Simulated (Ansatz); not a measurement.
# singlet CH4FSi−: levels of theory compared

Wanted: a comparison of 6 runs (B3LYP/6-31G*, CAM-B3LYP/6-311+G**, PBE0/6-311+G**, revPBE/6-311+G**, wB97X/6-311+G**, MP2/6-311+G**) of singlet CH4FSi−. 

The calculation is run with Ansatz 0.2.0.

59 further runs of the same task are left out: 1 that didn't finish, 58 set aside as unsound or not needed.

## Step 1: The molecule

CH4FSi−: 7 atoms, total charge -1, spin state singlet. SMILES of the parent species: `[CH2][SiH2]F`. The coordinates come from a PBE0-D4/def2-TZVP relaxation. This is one conformer, not always the lowest. That shape belongs to the parent species and isn't relaxed for this state.

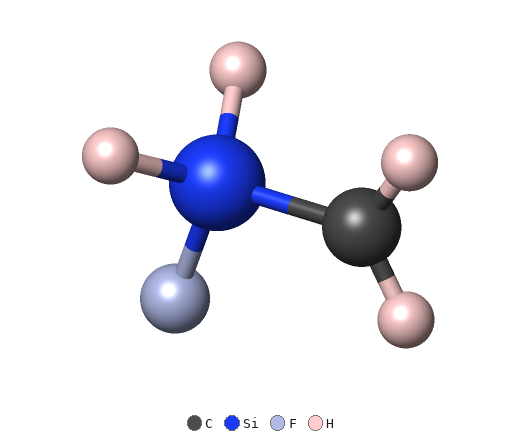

The structure, seen from a chosen angle (carbon dark grey, silicon blue, fluorine light blue, hydrogen pink).

## Step 2: The energy at B3LYP/6-31G(d) (spherical functions) (run 1)

Input file molecule.yaml:

```yaml
crystal:
  periodic: [false, false, false]
  atoms:
    - {symbol: C, position_ang: [-0.871900, 0.281100, -0.615800]}
    - {symbol: Si, position_ang: [0.588600, -0.157300, 0.392500]}
    - {symbol: F, position_ang: [0.652600, -1.749500, 0.550500]}
    - {symbol: H, position_ang: [-1.536000, -0.466000, -1.038500]}
    - {symbol: H, position_ang: [-1.136000, 1.310700, -0.837900]}
    - {symbol: H, position_ang: [0.509900, 0.430600, 1.755300]}
    - {symbol: H, position_ang: [1.854000, 0.282500, -0.251700]}
basis:
  gaussian:
    orbitals: 6-31G_st_-spherical.json
total_charge: -1
hamiltonian:
  xc: {name: B3LYP}
accuracy: high
output: {orbitals: {seedname: orbitals}}
```

The basis set 6-31G* is read from a file made from the Basis Set Exchange's data (not shown).

Run with:

```console
ansatz run molecule.yaml --threads 1 --pin off --max-ram 3480MiB --events-out events.jsonl --progress --plain --runs-dir runs
```

What it wrote:

```text
Warning: RAYON_NUM_THREADS=1 ignored (pool sized by the plan → 1); use --threads N
Functional definition: B3LYP
  name "B3LYP"
  parameter a0 = 0.2
  parameter ax = 0.72
  parameter ac = 0.81
  exchange = (1 - a0 - ax)*slater_x + ax*b88_x + a0*exact_x
  correlation = (1 - ac)*vwn_rpa_c + ac*lyp_c
1208 factors; integrals over basis functions are off by at most 3.7e-9 eV
mean field evaluation 1: about -11691.0910 eV, gradient 4.6e1 eV
mean field evaluation 2: about -11661.2519 eV, gradient 8.8e1 eV
mean field evaluation 4: about -11696.2727 eV, gradient 4.6e0 eV
mean field evaluation 8: about -11696.4346 eV, gradient 6.1e-1 eV
mean field evaluation 16: about -11696.4358 eV, gradient 4.4e-5 eV
mean field -11696.43579069 eV, -429.8360871789 hartree, gradient 1.0e-8 eV, S^2 0.000000; 0 other end points of the search recorded, 0 dependent functions left out
reference -11696.43582849 eV, -429.8360885679 hartree; 17, 17 occupied and 37, 37 virtual orbitals, 1208 factors
Total energy: -11696.43582849 eV, -429.8360885679 hartree
```

It took 3.6 s on 1 thread of Arm Neoverse V2, shared host; peak memory 0.15 GiB.

## Step 3: The energy at CAM-B3LYP/6-311+G(d,p) (run 2)

Input file input.yaml:

```yaml
crystal:
  periodic: [false, false, false]
  atoms:
    - {symbol: C, position_ang: [-0.871900, 0.281100, -0.615800]}
    - {symbol: Si, position_ang: [0.588600, -0.157300, 0.392500]}
    - {symbol: F, position_ang: [0.652600, -1.749500, 0.550500]}
    - {symbol: H, position_ang: [-1.536000, -0.466000, -1.038500]}
    - {symbol: H, position_ang: [-1.136000, 1.310700, -0.837900]}
    - {symbol: H, position_ang: [0.509900, 0.430600, 1.755300]}
    - {symbol: H, position_ang: [1.854000, 0.282500, -0.251700]}
basis:
  gaussian:
    orbitals: 6-311+G_st__st_-spherical.json
total_charge: -1
hamiltonian:
  xc: {name: CAM-B3LYP}
accuracy: high
output: {orbitals: {seedname: orbitals}}
```

The basis set 6-311+G** is read from a file made from the Basis Set Exchange's data (not shown).

Run with:

```console
ansatz run input.yaml --threads 1 --pin off --max-ram 3480MiB --events-out events.jsonl --progress --plain --runs-dir runs
```

What it wrote:

```text
Warning: RAYON_NUM_THREADS=1 ignored (pool sized by the plan → 1); use --threads N
Functional definition: CAM-B3LYP
  name "CAM-B3LYP"
  parameter alpha = 0.19
  parameter beta = 0.46
  parameter omega = 0.33/bohr
[... 1 set-up line as earlier in the session ...]
  exchange = (1 - alpha - beta)*b88_x + beta*b88_x_sr(omega) + alpha*exact_x + beta*exact_x_lr(omega)
  correlation = (1 - ac)*vwn5_c + ac*lyp_c
1833 factors; integrals over basis functions are off by at most 4.3e-9 eV
446 factors; integrals over basis functions are off by at most 2.4e-9 eV
mean field evaluation 1: about -11692.2148 eV, gradient 4.8e1 eV
mean field evaluation 2: about -11688.3504 eV, gradient 6.0e1 eV
mean field evaluation 4: about -11697.6358 eV, gradient 1.5e0 eV
mean field evaluation 8: about -11697.7149 eV, gradient 4.5e-2 eV
mean field evaluation 16: about -11697.7149 eV, gradient 1.1e-4 eV
mean field -11697.71489514 eV, -429.8830934006 hartree, gradient 3.9e-8 eV, S^2 0.000000; 0 other end points of the search recorded, 0 dependent functions left out
reference -11697.71491379 eV, -429.8830940857 hartree; 17, 17 occupied and 81, 81 virtual orbitals, 1833 factors
Total energy: -11697.71491379 eV, -429.8830940857 hartree
```

Wall time 7.5 s (1 thread of Arm Neoverse V2, shared host); peak memory 0.32 GiB.

Runs 3 to 5 aren't shown in full; the table further down has their settings and results.

## Step 4: The energy at MP2/6-311+G(d,p) (run 6)

molecule.yaml: that of step 2 with these lines changed.

```diff
@@ -12,7 +12,7 @@
   gaussian:
-    orbitals: 6-31G_st_-spherical.json
+    orbitals: 6-311+G_st__st_-spherical.json
+accuracy: high
 total_charge: -1
-hamiltonian:
-  xc: {name: B3LYP}
-accuracy: high
-output: {orbitals: {seedname: orbitals}}
+correlation:
+  method: mp2
+  frozen_orbitals: {C: 1, F: 1, H: 0, Si: 5}
```

The basis set 6-311+G** is read from a file made from the Basis Set Exchange's data (not shown).

Run with:

```console
ansatz run molecule.yaml --threads 1 --pin off --max-ram 3480MiB --events-out events.jsonl --progress --plain --runs-dir runs
```

What it wrote:

```text
Warning: RAYON_NUM_THREADS=1 ignored (pool sized by the plan → 1); use --threads N
Functional definition: HF
  name "HF"
  exchange = exact_x
  correlation = 0
1833 factors; integrals over basis functions are off by at most 4.3e-9 eV
mean field evaluation 1: about -11660.4398 eV, gradient 3.0e1 eV
mean field evaluation 2: about -11660.5081 eV, gradient 3.0e1 eV
mean field evaluation 4: about -11663.1098 eV, gradient 2.9e0 eV
mean field evaluation 8: about -11663.1510 eV, gradient 2.6e-1 eV
mean field evaluation 16: about -11663.1517 eV, gradient 1.5e-8 eV
mean field -11663.15168319 eV, -428.6129187891 hartree, gradient 1.6e-8 eV, S^2 0.000000; 0 other end points of the search recorded, 0 dependent functions left out
7 core orbitals not correlated: weight in the atoms' cores, before any rotation towards them, 1.000 or more for the frozen orbitals, at most 0.000 for the correlated occupied ones
reference -11663.15168319 eV, -428.6129187891 hartree; 10, 10 occupied and 81, 81 virtual orbitals, 1833 factors
second order -12.95521692 eV of doubles, -0.00000000 eV of singles
Total energy: -11676.10690011 eV, -429.0890142296 hartree
```

Run time: 2.4 s. Hardware: 1 thread of Arm Neoverse V2, shared host; peak memory 0.23 GiB.

## Step 5: The series

```tsv
run	level	frozen core orbitals	energy (Eh)	HOMO energy (eV)	LUMO energy (eV)	HOMO–LUMO gap (eV)	wall time
1	B3LYP/6-31G* (spherical functions)	–	-429.836089	2.59	6.18	3.59	3.6 s
2	CAM-B3LYP/6-311+G**	–	-429.883094	-0.15	4.47	4.62	7.5 s
3	PBE0/6-311+G**	–	-429.646974	1.08	4.07	2.99	6.6 s
4	revPBE/6-311+G**	–	-429.809377	2.07	3.54	1.46	4.8 s
5	wB97X/6-311+G**	–	-429.881849	-1.13	5.43	6.56	22 s
6	MP2/6-311+G**	7	-429.089014	–	–	–	2.4 s
```

## Step 6: Outcome

| quantity | value |
| --- | --- |
| run 6: total energy | -429.08901 Eh |
| run 6: correlation energy (7 core orbitals frozen) | -476.1 mEh |

**Reading.** Over runs 1, 2, 3, 4, 5 the HOMO–LUMO gap runs from 1.46 eV (revPBE/6-311+G**) to 6.56 eV (wB97X/6-311+G**). The empty levels of an anion lie above zero and hang on the basis. Totals of different functionals can't be ranked against each other. In runs 1, 3, 4 the HOMO lies above zero, so the outermost electron may be held by the basis alone. All runs together took 47 s, the longest 22 s.
